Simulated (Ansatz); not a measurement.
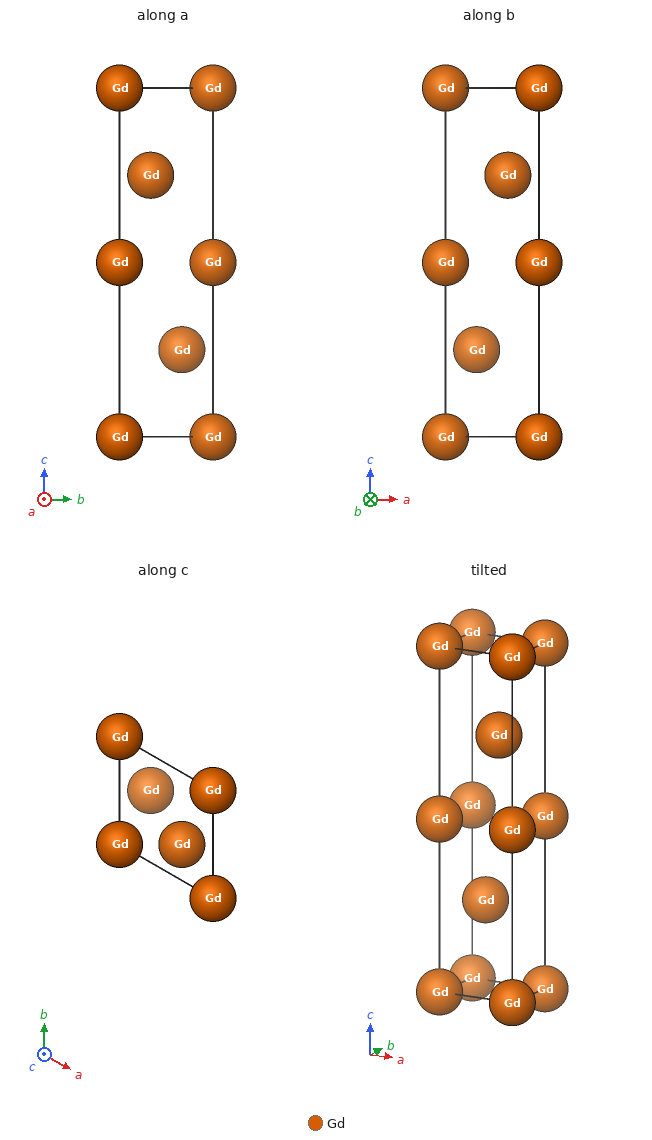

Crystal structure, spheres-only style, seen along the a axis, along the b axis, along the c axis and slightly off an axis. One conventional unit cell is framed, with atoms on its boundary repeated.

Lattice parameters: a = 3.6555 Å, b = 3.6555 Å, c = 11.8165 Å, α = 90.000°, β = 90.000°, γ = 120.000°.

Question: Reconstruct the structure as a CIF in P1 with every atom of the cell.

Answer:
```cif
data_structure
_symmetry_space_group_name_H-M 'P 1'
_symmetry_Int_Tables_number 1
_cell_length_a 3.6555
_cell_length_b 3.6555
_cell_length_c 11.8165
_cell_angle_alpha 90.000
_cell_angle_beta 90.000
_cell_angle_gamma 120.000
_cell_volume 136.74
loop_
_atom_site_label
_atom_site_type_symbol
_atom_site_fract_x
_atom_site_fract_y
_atom_site_fract_z
_atom_site_occupancy
Gd1 Gd 0.0000 0.0000 0.0000 1
Gd2 Gd 0.0000 0.0000 0.5000 1
Gd3 Gd 0.3333 0.6667 0.2500 1
Gd4 Gd 0.6667 0.3333 0.7500 1
```

Source of the structure: a structure type filled with this element by a generator (whether the element takes this form wasn't checked). Earlier steps of the study may have refined or changed the cell and positions. It went into a calculation with Ansatz.
